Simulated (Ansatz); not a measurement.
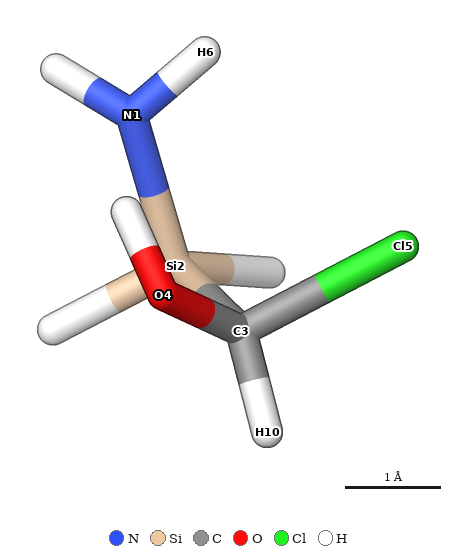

*The input geometry (stick view, seen at a tilt; atoms are numbered from 1 in the order of the input).*

**CH6ClNOSi: geometry relaxation**

System: CH6ClNOSi, SMILES N[SiH2]C(O)Cl.
Method: RKS PBE0-D4/def2-TZVP (Ansatz 0.2.0).

The geometry: PBE-D4/def2-SVP start. Figures and captions count atoms from 1; the log counts them from 0 in places.

**What the program printed**
```
Functional definition: PBE0
  name "PBE0"
  cite "Adamo & Barone, J. Chem. Phys. 110, 6158 (1999) doi:10.1063/1.478522"
  cite "Perdew, Burke & Ernzerhof, Phys. Rev. Lett. 77, 3865 (1996) doi:10.1103/PhysRevLett.77.3865"
  parent pbe
  parameter a = 0.25
  parameter kappa = 0.804
  parameter beta = 0.06672455060314922
  exchange = (1 - a)*pbe_x(kappa = kappa, mu = beta*pi^2/3) + a*exact_x
  correlation = pbe_c(beta = beta)
1286 factors; their error is unknown
mean field evaluation 1: about -25054.4607 eV, gradient 6.7e1 eV
mean field evaluation 2: about -25042.2745 eV, gradient 9.9e1 eV
mean field evaluation 4: about -25062.5593 eV, gradient 5.4e0 eV
mean field evaluation 8: about -25062.6121 eV, gradient 2.4e-1 eV
mean field evaluation 16: about -25062.6834 eV, gradient 4.1e-4 eV
mean field -25062.68336215 eV, -921.0366254620 hartree, gradient 2.4e-5 eV, S^2 0.000000; 0 other end points of the search recorded, 0 dependent functions left out
the calculation of the forces begins
reference -25062.68339363 eV, -921.0366266189 hartree; 29, 29 occupied and 174, 174 virtual orbitals, 1286 factors
relax step   1: F+E_penalty+E_count = -25062.90817574 eV  Δ(F+E_penalty+E_count) = +0.000e0 eV  max|allowed force component| = 6.842e-1 eV/Å  Δτ_max = 0.0000 Å  (30 SCF iters, accepted)
these checks for a lower state are left out or cut short: starts, cluster_reference, orbital_swaps, neighbouring_geometries, increment
1286 factors; their error is unknown
mean field -25062.74364218 eV, -921.0388407124 hartree, gradient 2.5e-5 eV, S^2 0.000000; 0 other end points of the search recorded, 0 dependent functions left out
the calculation of the forces begins
reference -25062.74367355 eV, -921.0388418652 hartree; 29, 29 occupied and 174, 174 virtual orbitals, 1286 factors
relax step   2: F+E_penalty+E_count = -25062.96872329 eV  Δ(F+E_penalty+E_count) = -6.055e-2 eV  max|allowed force component| = 4.250e-1 eV/Å  Δτ_max = 0.0447 Å  (31 SCF iters, accepted)
these checks for a lower state are left out or cut short: starts, cluster_reference, orbital_swaps, neighbouring_geometries, increment
1286 factors; their error is unknown
mean field evaluation 32: about -25062.7691 eV, gradient 2.4e-5 eV
mean field -25062.76909070 eV, -921.0397759281 hartree, gradient 2.5e-5 eV, S^2 0.000000; 0 other end points of the search recorded, 0 dependent functions left out
the calculation of the forces begins
reference -25062.76912197 eV, -921.0397770774 hartree; 29, 29 occupied and 174, 174 virtual orbitals, 1286 factors
relax step   3: F+E_penalty+E_count = -25062.99400031 eV  Δ(F+E_penalty+E_count) = -2.528e-2 eV  max|allowed force component| = 3.041e-1 eV/Å  Δτ_max = 0.0758 Å  (31 SCF iters, accepted)
these checks for a lower state are left out or cut short: starts, cluster_reference, orbital_swaps, neighbouring_geometries, increment
1286 factors; their error is unknown
mean field -25062.77715392 eV, -921.0400722461 hartree, gradient 2.4e-5 eV, S^2 0.000000; 0 other end points of the search recorded, 0 dependent functions left out
the calculation of the forces begins
reference -25062.77718525 eV, -921.0400733975 hartree; 29, 29 occupied and 174, 174 virtual orbitals, 1286 factors
relax step   4: F+E_penalty+E_count = -25063.00129805 eV  Δ(F+E_penalty+E_count) = -7.298e-3 eV  max|allowed force component| = 1.496e-1 eV/Å  Δτ_max = 0.0509 Å  (30 SCF iters, accepted)
these checks for a lower state are left out or cut short: starts, cluster_reference, orbital_swaps, neighbouring_geometries, increment
1286 factors; their error is unknown
mean field -25062.77998844 eV, -921.0401764129 hartree, gradient 2.4e-5 eV, S^2 0.000000; 0 other end points of the search recorded, 0 dependent functions left out
the calculation of the forces begins
reference -25062.78001983 eV, -921.0401775663 hartree; 29, 29 occupied and 174, 174 virtual orbitals, 1286 factors
relax step   5: F+E_penalty+E_count = -25063.00357406 eV  Δ(F+E_penalty+E_count) = -2.276e-3 eV  max|allowed force component| = 4.000e-2 eV/Å  Δτ_max = 0.0254 Å  (31 SCF iters, accepted)
these checks for a lower state are left out or cut short: starts, cluster_reference, orbital_swaps, neighbouring_geometries, increment
1286 factors; their error is unknown
mean field -25062.78039255 eV, -921.0401912636 hartree, gradient 2.4e-5 eV, S^2 0.000000; 0 other end points of the search recorded, 0 dependent functions left out
the calculation of the forces begins
reference -25062.78042393 eV, -921.0401924168 hartree; 29, 29 occupied and 174, 174 virtual orbitals, 1286 factors
relax step   6: F+E_penalty+E_count = -25063.00385512 eV  Δ(F+E_penalty+E_count) = -2.811e-4 eV  max|allowed force component| = 2.183e-2 eV/Å  Δτ_max = 0.0059 Å  (32 SCF iters, accepted)
these checks for a lower state are left out or cut short: starts, cluster_reference, orbital_swaps, neighbouring_geometries, increment
1286 factors; their error is unknown
mean field -25062.78038624 eV, -921.0401910317 hartree, gradient 2.4e-5 eV, S^2 0.000000; 0 other end points of the search recorded, 0 dependent functions left out
the calculation of the forces begins
reference -25062.78041763 eV, -921.0401921852 hartree; 29, 29 occupied and 174, 174 virtual orbitals, 1286 factors
relax step   7: F+E_penalty+E_count = -25063.00395360 eV  Δ(F+E_penalty+E_count) = -9.847e-5 eV  max|allowed force component| = 1.099e-2 eV/Å  Δτ_max = 0.0048 Å  (32 SCF iters, accepted)
these checks for a lower state are left out or cut short: starts, cluster_reference, orbital_swaps, neighbouring_geometries, increment
1286 factors; their error is unknown
mean field evaluation 64: about -25062.7802 eV, gradient 3.8e-1 eV
mean field -25062.78033630 eV, -921.0401891964 hartree, gradient 2.4e-5 eV, S^2 0.000000; 0 other end points of the search recorded, 0 dependent functions left out
the calculation of the forces begins
reference -25062.78036768 eV, -921.0401903496 hartree; 29, 29 occupied and 174, 174 virtual orbitals, 1286 factors
relax step   8: F+E_penalty+E_count = -25063.00396374 eV  Δ(F+E_penalty+E_count) = -1.014e-5 eV  max|allowed force component| = 2.854e-3 eV/Å  Δτ_max = 0.0030 Å  (33 SCF iters, accepted)
```

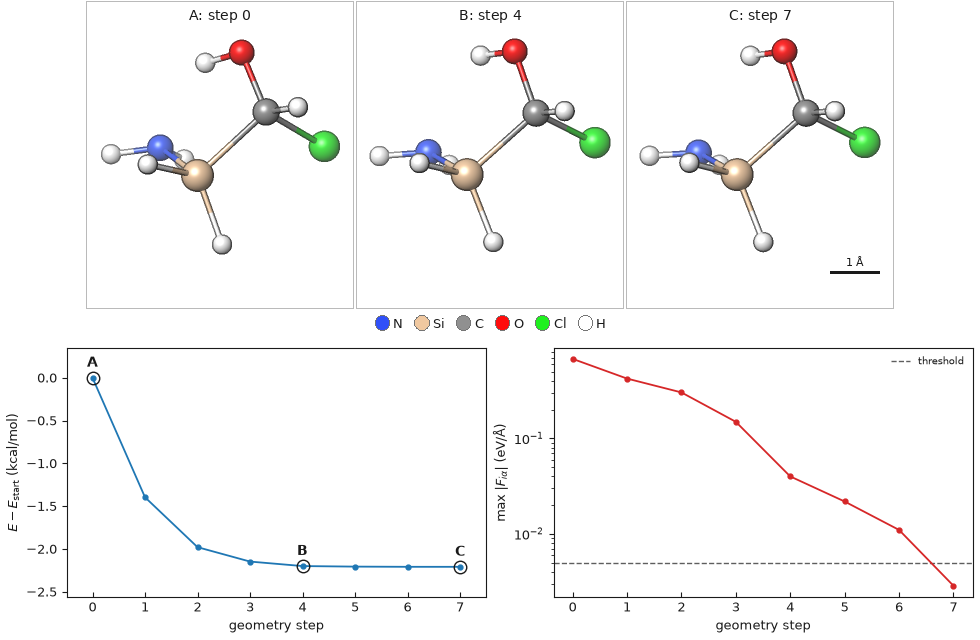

*Frames of the relaxation (ball-and-stick view, seen at a tilt) above the curves, on which the letters mark them (the first geometry is step 0 here and step 1 in the log).*

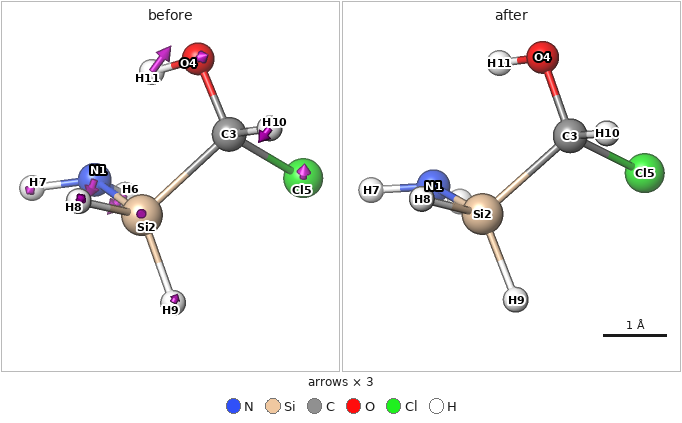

*Before (left) and after (right) the relaxation, at one scale (ball-and-stick view, seen at a tilt). The pink arrows give the displacements, magnified 3 times.*

The atom that moves furthest after the best rigid fit is H11 (0.18 Å). By element the largest moves are H 0.18 Å, N 0.11 Å, Cl 0.09 Å, O 0.08 Å, Si 0.05 Å, C 0.03 Å. Among the contacts that change: C3–Cl5 1.923 → 1.851 Å, N1–Si2 1.766 → 1.726 Å, O4–H11 0.997 → 0.970 Å, Si2–C3 1.917 → 1.897 Å. Among the angles that change: N1–Si2–C3 96.7° → 101.7°, Si2–N1–H6 115.7° → 119.0°, Si2–C3–H10 120.7° → 117.5°. After 7 geometry steps the energy has fallen by 2.21 kcal/mol. Largest force component: 0.68 eV/Å at the start, 0.0029 eV/Å at the end. (Atoms are counted from 1 in the order of the input.)

```
1286 factors; their error is unknown
mean field -25062.78033630 eV, -921.0401891964 hartree, gradient 2.4e-5 eV, S^2 0.000000; 1 other end points of the search recorded, 0 dependent functions left out
the calculation of the forces begins
reference -25062.78036768 eV, -921.0401903496 hartree; 29, 29 occupied and 174, 174 virtual orbitals, 1286 factors
Total energy: -25063.00399512 eV, -921.0484085065 hartree
Atom 0 at    -1.405938    -0.200439    -0.557013 Å, force    -0.000163     0.001042     0.000453 eV/Å
Atom 1 at     0.279195    -0.074665    -0.906845 Å, force     0.000606    -0.000789     0.000192 eV/Å
Atom 2 at     1.012877     0.188925     0.822518 Å, force    -0.002854    -0.000318    -0.000223 eV/Å
Atom 3 at     0.467481    -0.680462     1.732502 Å, force     0.000772    -0.000708    -0.000113 eV/Å
Atom 4 at     0.581949     1.942862     1.226270 Å, force     0.000253     0.001788     0.000541 eV/Å
Atom 5 at    -1.923383     0.636783    -0.334637 Å, force     0.001772     0.000535     0.000074 eV/Å
Atom 6 at    -1.973050    -0.842152    -1.087082 Å, force    -0.000333    -0.001141    -0.000895 eV/Å
Atom 7 at     0.691050    -1.393483    -1.455281 Å, force    -0.000419    -0.000661    -0.001334 eV/Å
Atom 8 at     0.698226     1.019803    -1.817724 Å, force    -0.000350     0.000205    -0.000524 eV/Å
Atom 9 at     2.096494     0.159468     0.918639 Å, force     0.000016     0.000350     0.000767 eV/Å
Atom 10 at    -0.459597    -0.813542     1.479352 Å, force     0.000701    -0.000303     0.001063 eV/Å
Dipole moment:    -0.344131    -0.251154    -0.456631 e Å
```

**Trajectory as extended XYZ (Å, eV, eV/Å), 8 frames, from step=1 to step=8**
```
11
Properties=species:S:1:pos:R:3:forces:R:3 step=1 energy=-25062.90818
N    -1.3731   -0.2432   -0.4590   -0.0225   0.3037  -0.4489
Si    0.3217   -0.0803   -0.9290   -0.4141  -0.0937   0.1863
C     1.0220    0.1695    0.8383    0.2880   0.2306  -0.1162
O     0.3941   -0.6840    1.6975   -0.5761   0.2522  -0.4720
Cl    0.5424    2.0022    1.1670    0.1609  -0.6172  -0.0468
H    -1.8492    0.6294   -0.2032    0.2617  -0.5541  -0.1856
H    -1.9878   -0.8234   -1.0359    0.4010   0.3719   0.3512
H     0.7054   -1.4147   -1.5105   -0.0465   0.2969   0.1452
H     0.6937    1.0259   -1.8738   -0.1044  -0.2307   0.2489
H     2.1130    0.1650    1.0189   -0.6322   0.0290  -0.0744
H    -0.5170   -0.8032    1.3105    0.6842   0.0114   0.4122
11
Properties=species:S:1:pos:R:3:forces:R:3 step=2 energy=-25062.96872
N    -1.3804   -0.2373   -0.4781    0.2145   0.1760  -0.2447
Si    0.3080   -0.0817   -0.9209   -0.3196  -0.0870   0.1810
C     1.0231    0.1620    0.8273    0.0367   0.4250   0.0033
O     0.4080   -0.6679    1.7132   -0.3537  -0.0579  -0.2578
Cl    0.5606    1.9739    1.1701    0.0893  -0.3067  -0.0650
H    -1.8590    0.6279   -0.2469    0.0626  -0.1758  -0.0272
H    -1.9767   -0.8184   -1.0535    0.1100   0.0709   0.0991
H     0.7038   -1.3994   -1.4945   -0.0064   0.0707   0.0226
H     0.6739    1.0245   -1.8438   -0.0080  -0.0537   0.0662
H     2.1018    0.1654    0.9970   -0.1713  -0.0630  -0.0576
H    -0.4979   -0.8060    1.3507    0.3459   0.0014   0.2800
11
Properties=species:S:1:pos:R:3:forces:R:3 step=3 energy=-25062.99400
N    -1.3862   -0.2309   -0.5089    0.0949   0.0653  -0.0628
Si    0.2928   -0.0797   -0.9094   -0.0888  -0.0672   0.0489
C     1.0150    0.1692    0.8240   -0.0285   0.3041  -0.0910
O     0.4308   -0.6716    1.7218   -0.0818  -0.0557   0.0820
Cl    0.5792    1.9575    1.1801    0.0316  -0.1287   0.0106
H    -1.8770    0.6220   -0.2866   -0.0711   0.0442   0.0337
H    -1.9636   -0.8255   -1.0797   -0.0497  -0.0683  -0.0202
H     0.7014   -1.3849   -1.4837    0.0271  -0.0547  -0.0217
H     0.6697    1.0267   -1.8147    0.0409   0.0612  -0.0512
H     2.0915    0.1522    0.9534    0.1050  -0.0405   0.0200
H    -0.4883   -0.7919    1.4246    0.0203  -0.0599   0.0516
11
Properties=species:S:1:pos:R:3:forces:R:3 step=4 energy=-25063.00130
N    -1.4014   -0.2141   -0.5350    0.0164   0.0134  -0.0367
Si    0.2815   -0.0798   -0.9035   -0.0081  -0.0107  -0.0266
C     1.0130    0.1802    0.8244    0.0215   0.1496  -0.0580
O     0.4546   -0.6699    1.7354   -0.0516  -0.1245   0.0866
Cl    0.5866    1.9463    1.2022   -0.0149   0.0273   0.0153
H    -1.9033    0.6367   -0.3277   -0.0335  -0.0037   0.0243
H    -1.9706   -0.8338   -1.0891   -0.0124  -0.0134   0.0097
H     0.6979   -1.3871   -1.4708    0.0017  -0.0430   0.0009
H     0.6790    1.0225   -1.8092    0.0273   0.0374  -0.0321
H     2.0933    0.1572    0.9329    0.0717  -0.0335  -0.0069
H    -0.4653   -0.8150    1.4611   -0.0182   0.0012   0.0235
11
Properties=species:S:1:pos:R:3:forces:R:3 step=5 energy=-25063.00357
N    -1.4066   -0.2078   -0.5521    0.0097   0.0202  -0.0192
Si    0.2780   -0.0746   -0.9062   -0.0019  -0.0188   0.0029
C     1.0117    0.1876    0.8227    0.0065   0.0121   0.0002
O     0.4640   -0.6743    1.7372    0.0162  -0.0400   0.0184
Cl    0.5913    1.9440    1.2228   -0.0029   0.0209  -0.0001
H    -1.9202    0.6346   -0.3396   -0.0166  -0.0071   0.0084
H    -1.9711   -0.8429   -1.0932   -0.0071  -0.0018   0.0048
H     0.6951   -1.3898   -1.4598   -0.0010   0.0015  -0.0011
H     0.6902    1.0258   -1.8131    0.0008  -0.0047  -0.0030
H     2.0956    0.1525    0.9158   -0.0012   0.0013   0.0084
H    -0.4627   -0.8120    1.4862   -0.0025   0.0166  -0.0197
11
Properties=species:S:1:pos:R:3:forces:R:3 step=6 energy=-25063.00385
N    -1.4084   -0.2043   -0.5561    0.0218   0.0132  -0.0037
Si    0.2776   -0.0751   -0.9052   -0.0025   0.0026  -0.0088
C     1.0130    0.1898    0.8236    0.0021  -0.0127  -0.0108
O     0.4675   -0.6783    1.7348    0.0048  -0.0027   0.0118
Cl    0.5893    1.9449    1.2272   -0.0025  -0.0028   0.0016
H    -1.9245    0.6354   -0.3394   -0.0032  -0.0066   0.0028
H    -1.9734   -0.8427   -1.0927   -0.0004  -0.0010   0.0043
H     0.6936   -1.3916   -1.4569   -0.0039   0.0020   0.0060
H     0.6935    1.0216   -1.8153   -0.0018  -0.0033   0.0023
H     2.0970    0.1557    0.9172   -0.0094   0.0068  -0.0004
H    -0.4598   -0.8124    1.4836   -0.0049   0.0045  -0.0052
11
Properties=species:S:1:pos:R:3:forces:R:3 step=7 energy=-25063.00395
N    -1.4062   -0.2011   -0.5572    0.0013  -0.0044  -0.0051
Si    0.2792   -0.0748   -0.9069   -0.0110   0.0021   0.0020
C     1.0123    0.1892    0.8226    0.0095   0.0000   0.0043
O     0.4673   -0.6800    1.7332   -0.0017   0.0008  -0.0032
Cl    0.5846    1.9436    1.2273   -0.0034  -0.0022  -0.0020
H    -1.9238    0.6363   -0.3358    0.0015   0.0006   0.0004
H    -1.9729   -0.8427   -1.0880    0.0024   0.0030   0.0028
H     0.6918   -1.3932   -1.4558   -0.0003   0.0003   0.0004
H     0.6970    1.0204   -1.8176    0.0015  -0.0007   0.0001
H     2.0960    0.1587    0.9179   -0.0001  -0.0004   0.0005
H    -0.4599   -0.8134    1.4808    0.0002   0.0009  -0.0002
11
Properties=species:S:1:pos:R:3:forces:R:3 step=8 energy=-25063.00396
N    -1.4059   -0.2004   -0.5570   -0.0002   0.0010   0.0005
Si    0.2792   -0.0747   -0.9068    0.0006  -0.0008   0.0002
C     1.0129    0.1889    0.8225   -0.0029  -0.0003  -0.0002
O     0.4675   -0.6805    1.7325    0.0008  -0.0007  -0.0001
Cl    0.5819    1.9429    1.2263    0.0003   0.0018   0.0005
H    -1.9234    0.6368   -0.3346    0.0018   0.0005   0.0001
H    -1.9730   -0.8422   -1.0871   -0.0003  -0.0011  -0.0009
H     0.6911   -1.3935   -1.4553   -0.0004  -0.0007  -0.0013
H     0.6982    1.0198   -1.8177   -0.0003   0.0002  -0.0005
H     2.0965    0.1595    0.9186    0.0000   0.0003   0.0008
H    -0.4596   -0.8135    1.4794    0.0007  -0.0003   0.0011
```

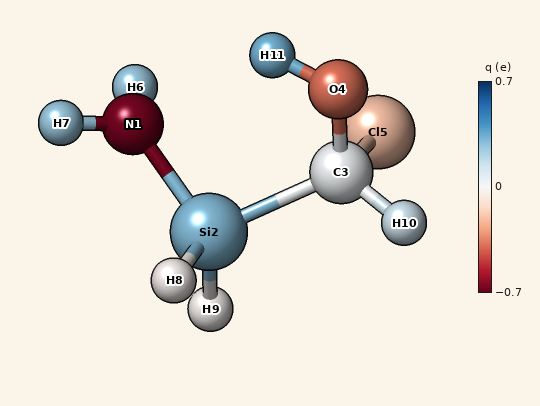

*Mulliken charges, as the colour of each atom (ball-and-stick view, seen on its broad side; atoms are numbered from 1 in the order of the input; Mulliken charges depend strongly on the basis).*

By element: N −0.66, Si +0.30, C +0.02, O −0.38, Cl −0.20 and H −0.02 to +0.32 e.

This output came from the following input.

**The input**
```yaml
crystal:
  periodic: [false, false, false]
  atoms:
    - {symbol: N, position_ang: [-1.373118, -0.243233, -0.458974]}
    - {symbol: Si, position_ang: [0.321732, -0.080292, -0.928999]}
    - {symbol: C, position_ang: [1.022048, 0.169454, 0.838318]}
    - {symbol: O, position_ang: [0.394149, -0.683969, 1.697451]}
    - {symbol: Cl, position_ang: [0.542376, 2.002245, 1.166999]}
    - {symbol: H, position_ang: [-1.849159, 0.629356, -0.203237]}
    - {symbol: H, position_ang: [-1.987839, -0.823444, -1.035934]}
    - {symbol: H, position_ang: [0.705381, -1.414742, -1.510477]}
    - {symbol: H, position_ang: [0.693721, 1.025889, -1.873830]}
    - {symbol: H, position_ang: [2.113016, 0.165003, 1.018882]}
    - {symbol: H, position_ang: [-0.517005, -0.803168, 1.310501]}
basis:
  gaussian: {orbitals: def2-TZVP}
hamiltonian: {xc: pbe0, dispersion: d4}
relax: {f_tol: 0.005, max_steps: 150}
```

Command:
```bash
ansatz run in.yaml --threads 4 --pin off --events-out ev --progress --plain --max-ram 10444MiB
```

**Results in brief**

- outcome: converged
- total energy: −25063.0040 eV
- mean-field energy: −25062.7804 eV
- dispersion energy: −0.2236 eV
- SCF solution under orbital rotations: stable
- largest force (length of the vector) at the end: 0.003 eV/Å
- dipole moment: 3.00 D
- hardware: 4 threads of Arm Neoverse V2, 23 GiB of memory available, shared host
- wall time: 34 s (CPU time 2.1 min)
- peak memory: 0.56 GiB
